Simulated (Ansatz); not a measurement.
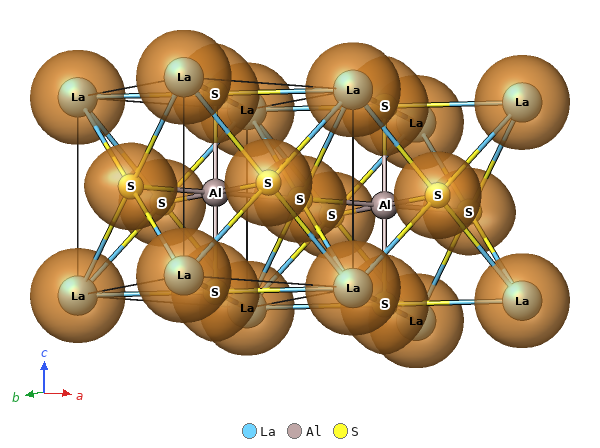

Figure 1: LaAlS3. Isosurface of the valence charge density (pseudo) at 0.5 e/Å³ (orange), seen at an oblique angle. Sticks mark near contacts.

Space group Pm-3m; a structure from a database of computed crystals, not necessarily the ambient phase; started from the KZnF3-221 prototype, which need not be the ambient phase.

These are results of DFT, r2SCAN+rVV10, plane waves, PAW in Ansatz 0.2.0, not measurements.

The density is the valence pseudo-density of a PAW calculation; it isn't the true density close to the nuclei.

> Which contacts does the surface bridge?

At this value the density breaks into separate islands; it holds about 55 % of the electrons treated as valence (semicore included). It bridges none of the near contacts. It is pinched off along the sampled Al–S (2.32 Å) and La–S (3.29 Å) contacts. On the grid the lowest density along these lines, outside the cores, is 0.33 e/Å³ (Al–S, 2.32 Å) and 0.13 e/Å³ (La–S, 3.29 Å).
